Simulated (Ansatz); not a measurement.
Geometry relaxation of Si2NH9 (part 1 of 2)

Si2NH9, computed with RKS PBE0-D4/6-31G* (Ansatz 0.2.0).

It belongs to a series of runs on one base structure; here: end point B relaxed. Figures and captions count atoms from 1; the log counts them from 0 in places.

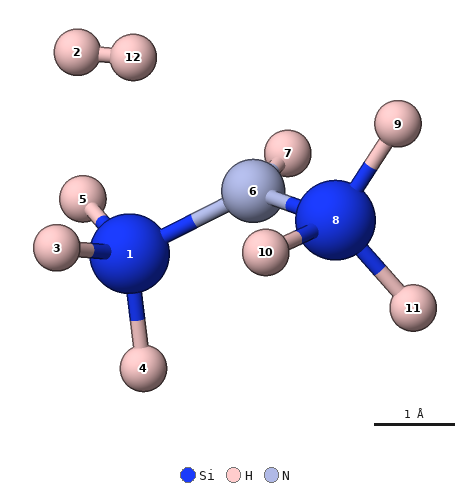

The input geometry (ball-and-stick view, seen at a tilt; atoms are numbered from 1 in the order of the input).

**Summary**

```tsv
quantity	value
outcome	converged
total energy	−17382.2504 eV
mean-field energy	−17382.0601 eV
largest force (length of the vector) at the end	0.020 eV/Å
hardware	1 thread of Arm Neoverse V2, 24 GiB of memory available, shared host
wall time	62 s
peak memory	0.14 GiB
```

**Input**
```yaml
crystal:
  periodic: [false, false, false]
  atoms:
    - { symbol: Si, position_ang: [-0.51446, 0.272826, -0.16088] }
    - { symbol: H, position_ang: [0.4015, -1.380357, 1.726809] }
    - { symbol: H, position_ang: [0.644698, 0.869663, 0.549361] }
    - { symbol: H, position_ang: [-0.852739, 1.17042, -1.303936] }
    - { symbol: H, position_ang: [-0.17181, -1.06709, -0.708471] }
    - { symbol: "N", position_ang: [-1.88876, 0.076363, 0.964407] }
    - { symbol: H, position_ang: [-2.460841, -0.741638, 0.783431] }
    - { symbol: Si, position_ang: [-2.609945, 1.321543, 1.935419] }
    - { symbol: H, position_ang: [-3.213779, 0.71282, 3.155039] }
    - { symbol: H, position_ang: [-1.524774, 2.26615, 2.318686] }
    - { symbol: H, position_ang: [-3.683129, 2.105451, 1.252371] }
    - { symbol: H, position_ang: [-0.26576, -1.206051, 1.895164] }
basis:
  gaussian: { orbitals: "6-31G*" }
hamiltonian:
  xc: pbe0
  dispersion: d4
relax:
  f_tol: 0.03
  max_steps: 50
output:
  orbitals: {}
```

Launched with:
```bash
ansatz run input.yaml --threads 1 --pin off --max-ram 2048MiB --backend cpu --events-out ev --progress --plain --runs-dir out
```

**The program's output**
```
The last accepted step is kept in [file] (removed where the run ends without a failure and the disk answers)
Engine: ansatz 0.2.0, aarch64-unknown-linux-gnu
Functional definition: PBE0
  parameter a = 0.25
  parameter kappa = 0.804
  parameter beta = 0.06672455060314922
  exchange = (1 - a)*pbe_x(kappa = kappa, mu = beta*pi^2/3) + a*exact_x
  correlation = pbe_c(beta = beta)
820 factors; integrals over basis functions are off by at most 5.9e-4 eV
mean field evaluation 1: about -17377.1624 eV, gradient 4.9e1 eV
mean field evaluation 2: about -17369.3138 eV, gradient 7.4e1 eV
mean field evaluation 4: about -17381.8091 eV, gradient 6.5e-1 eV
mean field evaluation 8: about -17381.8290 eV, gradient 2.1e-2 eV
mean field -17381.82904008 eV, -638.7704353962 hartree, gradient 5.3e-5 eV, S^2 0.000000; 0 other end points of the search recorded, 0 dependent functions left out
the calculation of the forces begins
reference -17381.82906926 eV, -638.7704364684 hartree; 22, 22 occupied and 49, 49 virtual orbitals, 820 factors
relax step   1: F+E_penalty+E_count = -17382.02895905 eV  Δ(F+E_penalty+E_count) = +0.000e0 eV  max|allowed force component| = 1.513e0 eV/Å  Δτ_max = 0.0000 Å  (23 SCF iters, accepted)
these checks for a lower state are left out or cut short: starts, cluster_reference, orbital_swaps, neighbouring_geometries, increment
820 factors; integrals over basis functions are off by at most 5.9e-4 eV
mean field evaluation 16: about -17381.9180 eV, gradient 2.3e0 eV
mean field -17381.95969002 eV, -638.7752366926 hartree, gradient 8.4e-5 eV, S^2 0.000000; 0 other end points of the search recorded, 0 dependent functions left out
[... from here on the field's lines of each further geometry are left out, up to the last ...]
relax step   2: F+E_penalty+E_count = -17382.15777554 eV  Δ(F+E_penalty+E_count) = -1.288e-1 eV  max|allowed force component| = 4.645e-1 eV/Å  Δτ_max = 0.1984 Å  (23 SCF iters, accepted)
relax step   3: F+E_penalty+E_count = -17382.20561652 eV  Δ(F+E_penalty+E_count) = -4.784e-2 eV  max|allowed force component| = 3.156e-1 eV/Å  Δτ_max = 0.1920 Å  (23 SCF iters, accepted)
relax step   4: F+E_penalty+E_count = -17382.22926086 eV  Δ(F+E_penalty+E_count) = -2.364e-2 eV  max|allowed force component| = 6.596e-2 eV/Å  Δτ_max = 0.2000 Å  (23 SCF iters, accepted)
relax step   5: F+E_penalty+E_count = -17382.23616178 eV  Δ(F+E_penalty+E_count) = -6.901e-3 eV  max|allowed force component| = 9.134e-2 eV/Å  Δτ_max = 0.2000 Å  (23 SCF iters, accepted)
relax step   6: F+E_penalty+E_count = -17382.23816026 eV  Δ(F+E_penalty+E_count) = -1.998e-3 eV  max|allowed force component| = 7.952e-2 eV/Å  Δτ_max = 0.0508 Å  (22 SCF iters, accepted)
relax step   7: F+E_penalty+E_count = -17382.24154150 eV  Δ(F+E_penalty+E_count) = -3.381e-3 eV  max|allowed force component| = 5.041e-2 eV/Å  Δτ_max = 0.1201 Å  (23 SCF iters, accepted)
relax step   8: F+E_penalty+E_count = -17382.22987471 eV  Δ(F+E_penalty+E_count) = +1.167e-2 eV  max|allowed force component| = 6.805e-1 eV/Å  Δτ_max = 0.1952 Å  (22 SCF iters, rejected (line search))
relax step   9: F+E_penalty+E_count = -17382.24308531 eV  Δ(F+E_penalty+E_count) = -1.544e-3 eV  max|allowed force component| = 1.890e-1 eV/Å  Δτ_max = 0.0887 Å  (23 SCF iters, accepted)
relax step  10: F+E_penalty+E_count = -17382.24458044 eV  Δ(F+E_penalty+E_count) = -1.495e-3 eV  max|allowed force component| = 1.520e-1 eV/Å  Δτ_max = 0.0976 Å  (22 SCF iters, accepted)
relax step  11: F+E_penalty+E_count = -17382.24553845 eV  Δ(F+E_penalty+E_count) = -9.580e-4 eV  max|allowed force component| = 1.284e-1 eV/Å  Δτ_max = 0.0515 Å  (21 SCF iters, accepted)
relax step  12: F+E_penalty+E_count = -17382.24709046 eV  Δ(F+E_penalty+E_count) = -1.552e-3 eV  max|allowed force component| = 8.837e-2 eV/Å  Δτ_max = 0.1205 Å  (23 SCF iters, accepted)
relax step  13: F+E_penalty+E_count = -17382.24812032 eV  Δ(F+E_penalty+E_count) = -1.030e-3 eV  max|allowed force component| = 7.910e-2 eV/Å  Δτ_max = 0.1275 Å  (23 SCF iters, accepted)
relax step  14: F+E_penalty+E_count = -17382.24846924 eV  Δ(F+E_penalty+E_count) = -3.489e-4 eV  max|allowed force component| = 9.405e-2 eV/Å  Δτ_max = 0.0736 Å  (23 SCF iters, accepted)
relax step  15: F+E_penalty+E_count = -17382.24886660 eV  Δ(F+E_penalty+E_count) = -3.974e-4 eV  max|allowed force component| = 4.781e-2 eV/Å  Δτ_max = 0.0103 Å  (20 SCF iters, accepted)
relax step  16: F+E_penalty+E_count = -17382.24926169 eV  Δ(F+E_penalty+E_count) = -3.951e-4 eV  max|allowed force component| = 4.494e-3 eV/Å  Δτ_max = 0.0284 Å  (21 SCF iters, accepted)
relax step  17: F+E_penalty+E_count = -17382.24972290 eV  Δ(F+E_penalty+E_count) = -4.612e-4 eV  max|allowed force component| = 1.998e-2 eV/Å  Δτ_max = 0.0812 Å  (23 SCF iters, accepted)
relax step  18: F+E_penalty+E_count = -17382.24984695 eV  Δ(F+E_penalty+E_count) = -1.241e-4 eV  max|allowed force component| = 5.319e-2 eV/Å  Δτ_max = 0.0942 Å  (23 SCF iters, accepted)
relax step  19: F+E_penalty+E_count = -17382.25013483 eV  Δ(F+E_penalty+E_count) = -2.879e-4 eV  max|allowed force component| = 2.262e-2 eV/Å  Δτ_max = 0.0156 Å  (21 SCF iters, accepted)
the calculation of the forces begins
reference -17382.06012482 eV, -638.7789276037 hartree; 22, 22 occupied and 49, 49 virtual orbitals, 820 factors
relax step  20: F+E_penalty+E_count = -17382.25034495 eV  Δ(F+E_penalty+E_count) = -2.101e-4 eV  max|allowed force component| = 1.628e-2 eV/Å  Δτ_max = 0.0329 Å  (21 SCF iters, accepted)
820 factors; integrals over basis functions are off by at most 5.8e-4 eV
mean field evaluation 128: about -17382.0601 eV, gradient 8.8e-4 eV
```

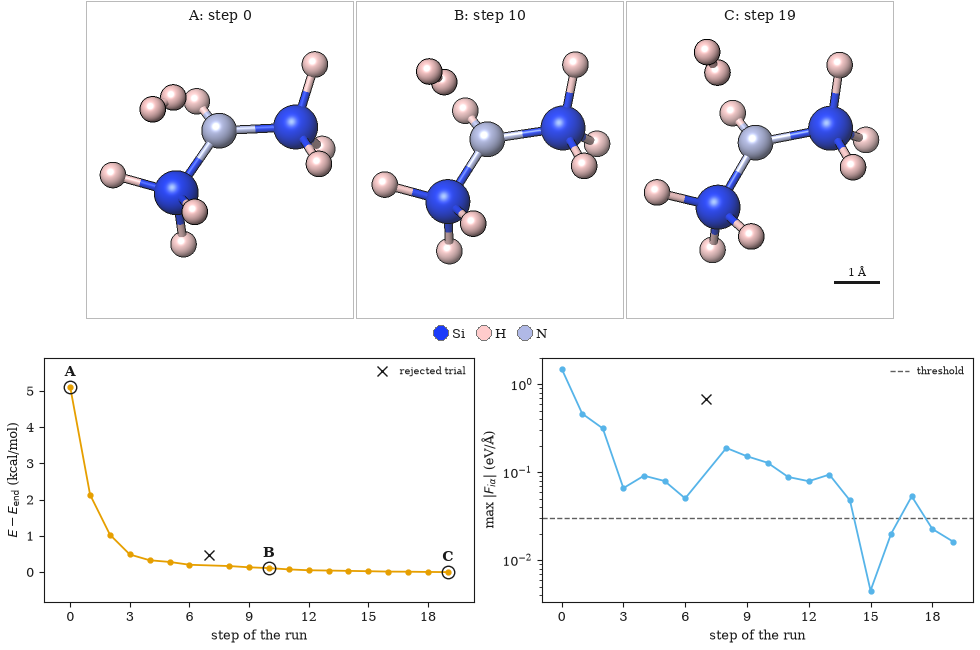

Frames of the relaxation (ball-and-stick view, seen at a tilt) above the curves, on which the letters mark them (the first geometry is step 0 here and step 1 in the log).

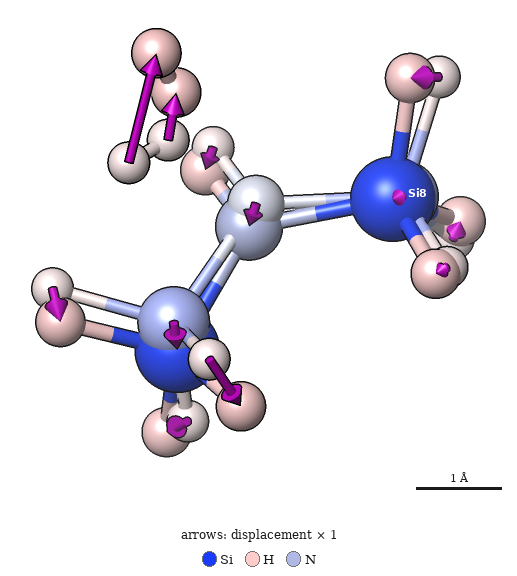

Start (faint) and end (solid) with the displacements as pink arrows, at true length (ball-and-stick view, seen at a tilt). The two geometries are laid on each other by the best rigid fit. H2 moves most after the best rigid fit: 1.35 Å. Largest moves by element: H 1.35 Å, Si 0.39 Å, N 0.30 Å. Among the contacts that change: Si1–N6 1.787 → 1.739 Å, H2–H12 0.710 → 0.745 Å. Among the angles that change: H3–Si1–N6 110.1° → 107.5°, H4–Si1–N6 112.0° → 114.1°. The energy falls by 5.11 kcal/mol in 19 geometry steps. The largest force component goes from 1.5 to 0.016 eV/Å. The line search rejected the trial step at point 7 (counted from 0) and went back. (Atoms are counted from 1 in the order of the input.)

```
mean field -17382.06009493 eV, -638.7789265053 hartree, gradient 8.4e-6 eV, S^2 0.000000; 1 other end points of the search recorded, 0 dependent functions left out
the calculation of the forces begins
reference -17382.06012482 eV, -638.7789276037 hartree; 22, 22 occupied and 49, 49 virtual orbitals, 820 factors
Total energy: -17382.25037484 eV, -638.7859191628 hartree
Atom 0 at    -0.611802     0.523627    -0.480519 Å, force     0.001258    -0.004023    -0.005428 eV/Å
Atom 1 at    -0.039386    -1.971934     2.793717 Å, force    -0.002481     0.000669    -0.004011 eV/Å
Atom 2 at     0.308355     1.536147     0.101715 Å, force     0.000275     0.001495    -0.001237 eV/Å
Atom 3 at    -1.142071     1.063102    -1.768957 Å, force     0.000643    -0.000063    -0.000215 eV/Å
Atom 4 at     0.131295    -0.728249    -0.799664 Å, force     0.001052     0.000208     0.000167 eV/Å
Atom 5 at    -1.837254     0.188126     0.706211 Å, force    -0.008143     0.007967     0.016278 eV/Å
Atom 6 at    -2.390170    -0.646657     0.543584 Å, force     0.004417    -0.000936    -0.004618 eV/Å
Atom 7 at    -2.422755     1.245510     1.956699 Å, force     0.002479    -0.005137    -0.004037 eV/Å
Atom 8 at    -2.755126     0.453187     3.174520 Å, force    -0.000952    -0.000298     0.000621 eV/Å
Atom 9 at    -1.340036     2.219746     2.255898 Å, force    -0.000561     0.001195    -0.000728 eV/Å
Atom 10 at    -3.649360     2.010403     1.579538 Å, force     0.000060     0.000787    -0.000036 eV/Å
Atom 11 at    -0.391489    -1.492908     2.344658 Å, force     0.001952    -0.001863     0.003244 eV/Å
Dipole moment:    -0.127982    -0.130545    -0.055486 e Å
```

**Trajectory as extended XYZ (Å, eV, eV/Å), 20 frames, from step=1 to step=20**
```
12
Properties=species:S:1:pos:R:3:forces:R:3 step=1 energy=-17382.02896
Si   -0.5145    0.2728   -0.1609   -0.9057   0.0603   0.3641
H     0.4015   -1.3804    1.7268    1.5132  -0.5779  -0.1246
H     0.6447    0.8697    0.5494   -0.0024  -0.0013   0.0289
H    -0.8527    1.1704   -1.3039    0.0135   0.0046  -0.0203
H    -0.1718   -1.0671   -0.7085   -0.0022   0.0381  -0.0087
N    -1.8888    0.0764    0.9644    0.5933   0.2124  -0.7175
H    -2.4608   -0.7416    0.7834    0.0109   0.0219  -0.0021
Si   -2.6099    1.3215    1.9354    0.0187  -0.0315   0.0192
H    -3.2138    0.7128    3.1550   -0.0065   0.0172   0.0025
H    -1.5248    2.2662    2.3187   -0.0014  -0.0027  -0.0121
H    -3.6831    2.1055    1.2524   -0.0051   0.0089  -0.0025
H    -0.2658   -1.2061    1.8952   -1.2262   0.2499   0.4731
12
Properties=species:S:1:pos:R:3:forces:R:3 step=2 energy=-17382.15778
Si   -0.5512    0.3065   -0.1936   -0.4645  -0.0485   0.3471
H     0.4907   -1.5089    1.8488   -0.0186  -0.0829   0.1365
H     0.6118    0.8819    0.5337   -0.0297   0.0405  -0.0166
H    -0.8714    1.2023   -1.3394    0.0020   0.0394  -0.0540
H    -0.1940   -1.0357   -0.7280   -0.0323   0.0252  -0.0308
N    -1.9091    0.1056    0.9200    0.3913   0.0387  -0.4171
H    -2.4673   -0.7262    0.7591    0.0108   0.0456   0.0000
Si   -2.6151    1.3297    1.9285   -0.0079   0.0202  -0.0126
H    -3.2136    0.7141    3.1477    0.0171  -0.0109  -0.0179
H    -1.5257    2.2690    2.3120   -0.0014  -0.0034  -0.0082
H    -3.6905    2.1194    1.2564   -0.0132   0.0201   0.0195
H    -0.2046   -1.2577    1.9620    0.1463  -0.0840   0.0540
12
Properties=species:S:1:pos:R:3:forces:R:3 step=3 energy=-17382.20562
Si   -0.5772    0.3380   -0.2257   -0.2232  -0.0589   0.2360
H     0.5397   -1.6279    1.9913   -0.2594   0.0722   0.0872
H     0.5846    0.9201    0.4994   -0.0165   0.0240  -0.0161
H    -0.8979    1.2358   -1.3698   -0.0083   0.0426  -0.0601
H    -0.2200   -1.0015   -0.7672   -0.0097   0.0120  -0.0195
N    -1.9152    0.1237    0.8886    0.1986  -0.0119  -0.2251
H    -2.4697   -0.7110    0.7305    0.0086   0.0477   0.0068
Si   -2.6146    1.3351    1.9178   -0.0147   0.0251   0.0001
H    -3.2028    0.7062    3.1354    0.0199  -0.0144  -0.0231
H    -1.5235    2.2718    2.3026   -0.0010  -0.0034  -0.0093
H    -3.6962    2.1306    1.2624   -0.0098   0.0149   0.0191
H    -0.1471   -1.3208    2.0422    0.3156  -0.1499   0.0041
12
Properties=species:S:1:pos:R:3:forces:R:3 step=4 energy=-17382.22926
Si   -0.6000    0.3624   -0.2520   -0.0256   0.0660  -0.0569
H     0.5795   -1.7386    2.1530   -0.0449   0.0033   0.0253
H     0.5536    0.9680    0.4658    0.0101  -0.0104   0.0062
H    -0.9255    1.2612   -1.4006    0.0029  -0.0054  -0.0089
H    -0.2360   -0.9698   -0.8072    0.0129  -0.0055   0.0165
N    -1.9227    0.1415    0.8575   -0.0263  -0.0028  -0.0504
H    -2.4864   -0.6850    0.6928   -0.0042   0.0097   0.0086
Si   -2.6148    1.3452    1.9030    0.0149  -0.0343   0.0556
H    -3.1768    0.6822    3.1139   -0.0054   0.0234   0.0024
H    -1.5179    2.2760    2.2837   -0.0040   0.0031  -0.0042
H    -3.7110    2.1520    1.2853    0.0102  -0.0156  -0.0084
H    -0.0817   -1.3949    2.1122    0.0593  -0.0315   0.0143
12
Properties=species:S:1:pos:R:3:forces:R:3 step=5 energy=-17382.23616
Si   -0.6260    0.3971   -0.2969   -0.0913  -0.0187  -0.0008
H     0.6587   -1.8462    2.2798    0.0076  -0.0093   0.0141
H     0.5038    1.0182    0.4466   -0.0128   0.0004   0.0021
H    -0.9281    1.2725   -1.4705    0.0263  -0.0162   0.0014
H    -0.2344   -0.9447   -0.8121    0.0130   0.0172  -0.0056
N    -1.9790    0.1811    0.7787    0.0779   0.0094   0.0537
H    -2.5552   -0.6336    0.6002    0.0109   0.0179  -0.0153
Si   -2.6158    1.3465    1.9008   -0.0204  -0.0064  -0.0782
H    -3.1430    0.6651    3.1166    0.0071  -0.0106   0.0038
H    -1.5012    2.2624    2.2653    0.0037  -0.0065  -0.0001
H    -3.7266    2.1692    1.3332   -0.0050   0.0126   0.0356
H     0.0072   -1.4875    2.2656   -0.0170   0.0103  -0.0109
12
Properties=species:S:1:pos:R:3:forces:R:3 step=6 energy=-17382.23816
Si   -0.6283    0.4020   -0.3065    0.0246   0.0084  -0.0606
H     0.6294   -1.8507    2.3211   -0.0795   0.0407   0.0054
H     0.4998    1.0324    0.4317   -0.0094   0.0036   0.0013
H    -0.9355    1.2736   -1.4825    0.0066  -0.0211   0.0163
H    -0.2247   -0.9352   -0.8240    0.0027   0.0077  -0.0002
N    -1.9673    0.1772    0.7788   -0.0219   0.0125   0.0614
H    -2.5445   -0.6364    0.5986    0.0019   0.0058  -0.0127
Si   -2.6082    1.3409    1.9004   -0.0073  -0.0060  -0.0160
H    -3.1238    0.6516    3.1169    0.0020  -0.0038  -0.0002
H    -1.4945    2.2587    2.2626    0.0014  -0.0014  -0.0038
H    -3.7271    2.1642    1.3485    0.0089  -0.0073   0.0120
H    -0.0150   -1.4783    2.2618    0.0701  -0.0391  -0.0029
```
